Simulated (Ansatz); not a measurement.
**Geometry relaxation, with input and output: CHISSi**

The run: geometry relaxation of CHISSi, SMILES S[Si]#CI. Method and program: RKS PBE-D4/def2-TZVP (Ansatz 0.2.0).

Figures and captions count atoms from 1; the log counts them from 0 in places.

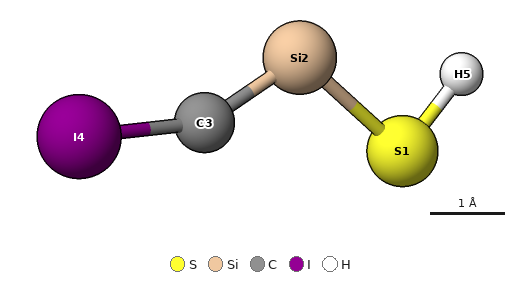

**Figure 1.** The structure as given in the input (ball-and-stick view, seen at a tilt; atoms are numbered from 1 in the order of the input). Bond lengths as drawn: C–I 2.00 Å, C–Si 1.71 Å, H–S 1.36 Å and S–Si 2.17 Å.

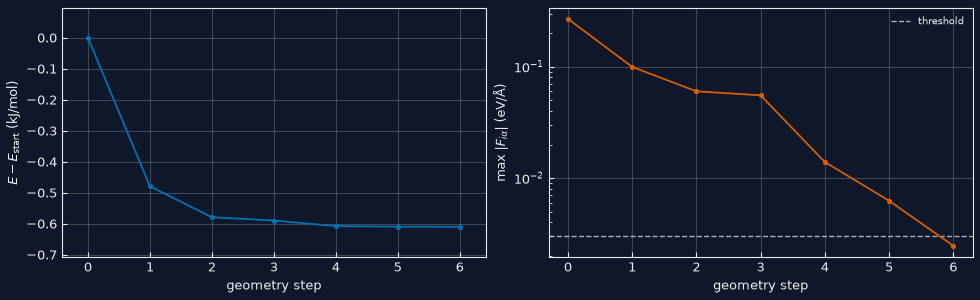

**Figure 2.** Progress of the relaxation, step by step (the first geometry is step 0 here and step 1 in the log).

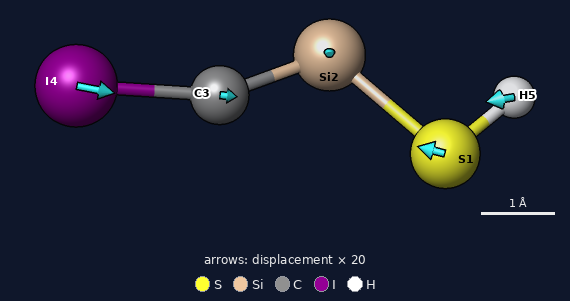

**Figure 3.** The starting structure with the displacements as teal arrows, magnified 20 times (ball-and-stick view, seen at a tilt). The two geometries are laid on each other by the best rigid fit. The largest move after the best rigid fit is that of I4, 0.028 Å. By element the largest moves are I 0.028 Å, H 0.022 Å, S 0.021 Å, C 0.013 Å, Si 0.007 Å. Among the contacts that change: C3–I4 2.000 → 1.986 Å, S1–Si2 2.168 → 2.154 Å, S1–H5 1.364 → 1.355 Å, Si2–C3 1.706 → 1.698 Å. The energy falls by 0.61 kJ/mol in 6 geometry steps. Largest force component: 0.27 eV/Å at the start, 0.0025 eV/Å at the end. (Atoms are counted from 1 in the order of the input.)

The input that produced these results follows, with the program's output.

### Input
```yaml
crystal:
  periodic: [false, false, false]
  atoms:
    - { symbol: S, position_ang: [1.245446, 1.494375, -0.049149] }
    - { symbol: Si, position_ang: [-0.458269, 0.258477, 0.46979] }
    - { symbol: C, position_ang: [-0.452031, -1.229946, -0.363456] }
    - { symbol: I, position_ang: [-1.191918, -3.026856, -0.838494] }
    - { symbol: H, position_ang: [0.856773, 2.50395, 0.7813] }
basis:
  gaussian: { orbitals: def2-TZVP }
hamiltonian:
  xc: pbe
  dispersion: d4
output:
  forces: true
relax:
  f_tol: 0.003
  max_steps: 120
```

Launch command:
```bash
ansatz run input.yaml --threads 1 --pin off --max-ram 2560MiB --backend cpu --events-out ev --progress --plain --runs-dir out
```

### The program's output
```
The last accepted step is kept in [file] (removed where the run ends without a failure and the disk answers)
Engine: ansatz 0.2.0, x86_64-unknown-linux-gnu
Functional definition: PBE
  parameter kappa = 0.804
  parameter beta = 0.06672455060314922
  exchange = pbe_x(kappa = kappa, mu = beta*pi^2/3)
  correlation = pbe_c(beta = beta)
1104 factors; their error is unknown
mean field evaluation 1: about -27837.2718 eV, gradient 8.4e1 eV
mean field evaluation 2: about -27751.8543 eV, gradient 1.6e2 eV
mean field evaluation 4: about -27835.2329 eV, gradient 6.8e1 eV
mean field evaluation 8: about -27855.3336 eV, gradient 1.3e0 eV
mean field evaluation 16: about -27855.3225 eV, gradient 5.9e-4 eV
mean field -27855.32246645 eV, -1023.6642196264 hartree, gradient 5.6e-5 eV, S^2 0.000000; 0 other end points of the search recorded, 0 dependent functions left out
the calculation of the forces begins
reference -27855.32250098 eV, -1023.6642208953 hartree; 31, 31 occupied and 130, 130 virtual orbitals, 1104 factors
relax step   1: F+E_penalty+E_count = -27855.50234448 eV  Δ(F+E_penalty+E_count) = +0.000e0 eV  max|allowed force component| = 2.690e-1 eV/Å  Δτ_max = 0.0000 Å  (33 SCF iters, accepted)
these checks for a lower state are left out or cut short: starts, cluster_reference, orbital_swaps, neighbouring_geometries, increment
1104 factors; their error is unknown
mean field -27855.32595489 eV, -1023.6643478240 hartree, gradient 1.5e-5 eV, S^2 0.000000; 0 other end points of the search recorded, 0 dependent functions left out
the calculation of the forces begins
reference -27855.32598931 eV, -1023.6643490889 hartree; 31, 31 occupied and 130, 130 virtual orbitals, 1104 factors
relax step   2: F+E_penalty+E_count = -27855.50731045 eV  Δ(F+E_penalty+E_count) = -4.966e-3 eV  max|allowed force component| = 9.972e-2 eV/Å  Δτ_max = 0.0318 Å  (33 SCF iters, accepted)
these checks for a lower state are left out or cut short: starts, cluster_reference, orbital_swaps, neighbouring_geometries, increment
1104 factors; their error is unknown
mean field evaluation 32: about -27855.3271 eV, gradient 2.6e-5 eV
mean field -27855.32712665 eV, -1023.6643908856 hartree, gradient 1.4e-5 eV, S^2 0.000000; 0 other end points of the search recorded, 0 dependent functions left out
the calculation of the forces begins
reference -27855.32716110 eV, -1023.6643921515 hartree; 31, 31 occupied and 130, 130 virtual orbitals, 1104 factors
relax step   3: F+E_penalty+E_count = -27855.50834488 eV  Δ(F+E_penalty+E_count) = -1.034e-3 eV  max|allowed force component| = 6.009e-2 eV/Å  Δτ_max = 0.0150 Å  (36 SCF iters, accepted)
these checks for a lower state are left out or cut short: starts, cluster_reference, orbital_swaps, neighbouring_geometries, increment
1104 factors; their error is unknown
mean field -27855.32710158 eV, -1023.6643899641 hartree, gradient 1.4e-5 eV, S^2 0.000000; 0 other end points of the search recorded, 0 dependent functions left out
the calculation of the forces begins
reference -27855.32713606 eV, -1023.6643912312 hartree; 31, 31 occupied and 130, 130 virtual orbitals, 1104 factors
relax step   4: F+E_penalty+E_count = -27855.50845386 eV  Δ(F+E_penalty+E_count) = -1.090e-4 eV  max|allowed force component| = 5.532e-2 eV/Å  Δτ_max = 0.0124 Å  (35 SCF iters, accepted)
these checks for a lower state are left out or cut short: starts, cluster_reference, orbital_swaps, neighbouring_geometries, increment
1104 factors; their error is unknown
mean field -27855.32740129 eV, -1023.6644009784 hartree, gradient 1.4e-5 eV, S^2 0.000000; 0 other end points of the search recorded, 0 dependent functions left out
the calculation of the forces begins
reference -27855.32743575 eV, -1023.6644022448 hartree; 31, 31 occupied and 130, 130 virtual orbitals, 1104 factors
relax step   5: F+E_penalty+E_count = -27855.50863953 eV  Δ(F+E_penalty+E_count) = -1.857e-4 eV  max|allowed force component| = 1.395e-2 eV/Å  Δτ_max = 0.0058 Å  (36 SCF iters, accepted)
these checks for a lower state are left out or cut short: starts, cluster_reference, orbital_swaps, neighbouring_geometries, increment
1104 factors; their error is unknown
mean field -27855.32743920 eV, -1023.6644023714 hartree, gradient 1.4e-5 eV, S^2 0.000000; 0 other end points of the search recorded, 0 dependent functions left out
the calculation of the forces begins
reference -27855.32747365 eV, -1023.6644036374 hartree; 31, 31 occupied and 130, 130 virtual orbitals, 1104 factors
relax step   6: F+E_penalty+E_count = -27855.50866129 eV  Δ(F+E_penalty+E_count) = -2.176e-5 eV  max|allowed force component| = 6.257e-3 eV/Å  Δτ_max = 0.0030 Å  (36 SCF iters, accepted)
these checks for a lower state are left out or cut short: starts, cluster_reference, orbital_swaps, neighbouring_geometries, increment
1104 factors; their error is unknown
mean field -27855.32746992 eV, -1023.6644035004 hartree, gradient 1.7e-5 eV, S^2 0.000000; 0 other end points of the search recorded, 0 dependent functions left out
the calculation of the forces begins
reference -27855.32750436 eV, -1023.6644047662 hartree; 31, 31 occupied and 130, 130 virtual orbitals, 1104 factors
relax step   7: F+E_penalty+E_count = -27855.50866496 eV  Δ(F+E_penalty+E_count) = -3.670e-6 eV  max|allowed force component| = 2.465e-3 eV/Å  Δτ_max = 0.0019 Å  (26 SCF iters, accepted)
1104 factors; their error is unknown
mean field evaluation 64: about -27855.3275 eV, gradient 1.7e-5 eV
mean field -27855.32746992 eV, -1023.6644035004 hartree, gradient 1.7e-5 eV, S^2 0.000000; 1 other end points of the search recorded, 0 dependent functions left out
the calculation of the forces begins
reference -27855.32750436 eV, -1023.6644047662 hartree; 31, 31 occupied and 130, 130 virtual orbitals, 1104 factors
Total energy: -27855.50869940 eV, -1023.6710635612 hartree
Atom 0 at     1.233487     1.477783    -0.051591 Å, force     0.001257     0.001192    -0.000230 eV/Å
Atom 1 at    -0.464206     0.260548     0.472626 Å, force    -0.001259    -0.002465    -0.000481 eV/Å
Atom 2 at    -0.446669    -1.218574    -0.360596 Å, force    -0.000522     0.000268     0.000531 eV/Å
Atom 3 at    -1.177859    -3.003121    -0.834153 Å, force     0.000298     0.000749     0.000198 eV/Å
Atom 4 at     0.855248     2.483364     0.773704 Å, force     0.000226     0.000255    -0.000017 eV/Å
Dipole moment:    -0.132668     0.002832     0.095333 e Å
```

### Trajectory as extended XYZ (Å, eV, eV/Å), 7 frames, from step=1 to step=7
```
5
Properties=species:S:1:pos:R:3:forces:R:3 step=1 energy=-27855.50234
S     1.2454    1.4944   -0.0491   -0.1801   0.0292   0.1423
Si   -0.4583    0.2585    0.4698    0.0798  -0.1103  -0.1189
C    -0.4520   -1.2299   -0.3635   -0.0337  -0.0126   0.0169
I    -1.1919   -3.0269   -0.8385    0.0916   0.2690   0.0852
H     0.8568    2.5040    0.7813    0.0424  -0.1752  -0.1255
5
Properties=species:S:1:pos:R:3:forces:R:3 step=2 energy=-27855.50731
S     1.2387    1.4755   -0.0558   -0.0989   0.0545   0.0997
Si   -0.4656    0.2630    0.4761    0.0751  -0.0571  -0.0853
C    -0.4383   -1.2158   -0.3650   -0.0506   0.0461   0.0613
I    -1.1805   -2.9983   -0.8302    0.0116  -0.0093  -0.0131
H     0.8457    2.4756    0.7750    0.0628  -0.0342  -0.0627
5
Properties=species:S:1:pos:R:3:forces:R:3 step=3 energy=-27855.50834
S     1.2329    1.4769   -0.0513   -0.0304   0.0251   0.0352
Si   -0.4674    0.2595    0.4749    0.0395  -0.0403  -0.0506
C    -0.4423   -1.2195   -0.3642   -0.0240   0.0601   0.0503
I    -1.1796   -3.0028   -0.8331    0.0055  -0.0084  -0.0083
H     0.8564    2.4859    0.7736    0.0095  -0.0365  -0.0266
5
Properties=species:S:1:pos:R:3:forces:R:3 step=4 energy=-27855.50845
S     1.2326    1.4718   -0.0534   -0.0344   0.0223   0.0362
Si   -0.4711    0.2619    0.4793    0.0246   0.0010  -0.0173
C    -0.4521   -1.2160   -0.3575    0.0182   0.0553   0.0191
I    -1.1691   -3.0011   -0.8384   -0.0211  -0.0462  -0.0113
H     0.8597    2.4834    0.7699    0.0126  -0.0324  -0.0266
5
Properties=species:S:1:pos:R:3:forces:R:3 step=5 energy=-27855.50864
S     1.2324    1.4750   -0.0521   -0.0030   0.0064   0.0056
Si   -0.4675    0.2616    0.4760    0.0042  -0.0139  -0.0109
C    -0.4482   -1.2176   -0.3585   -0.0027   0.0094   0.0068
I    -1.1745   -3.0029   -0.8370    0.0008   0.0047   0.0023
H     0.8578    2.4838    0.7715    0.0007  -0.0065  -0.0038
5
Properties=species:S:1:pos:R:3:forces:R:3 step=6 energy=-27855.50866
S     1.2329    1.4766   -0.0518    0.0002   0.0015   0.0007
Si   -0.4656    0.2609    0.4739    0.0017   0.0018  -0.0003
C    -0.4473   -1.2179   -0.3599   -0.0025  -0.0063  -0.0016
I    -1.1764   -3.0030   -0.8351    0.0012   0.0036   0.0011
H     0.8564    2.4834    0.7729   -0.0005  -0.0007   0.0000
5
Properties=species:S:1:pos:R:3:forces:R:3 step=7 energy=-27855.50867
S     1.2335    1.4778   -0.0516    0.0013   0.0012  -0.0002
Si   -0.4642    0.2605    0.4726   -0.0013  -0.0025  -0.0005
C    -0.4467   -1.2186   -0.3606   -0.0005   0.0003   0.0005
I    -1.1779   -3.0031   -0.8342    0.0003   0.0007   0.0002
H     0.8552    2.4834    0.7737    0.0002   0.0003   0.0000
```

### Summary

| quantity | value |
| --- | --- |
| outcome | converged |
| total energy | −27855.5087 eV |
| mean-field energy | −27855.3275 eV |
| largest force (length of the vector) at the end | 0.003 eV/Å |
| hardware | 1 thread of Intel Xeon @ 2.50GHz (Skylake/Cascade Lake), 192 GiB of memory available, shared host |
| wall time | 38 s |
| peak memory | 0.2 GiB |
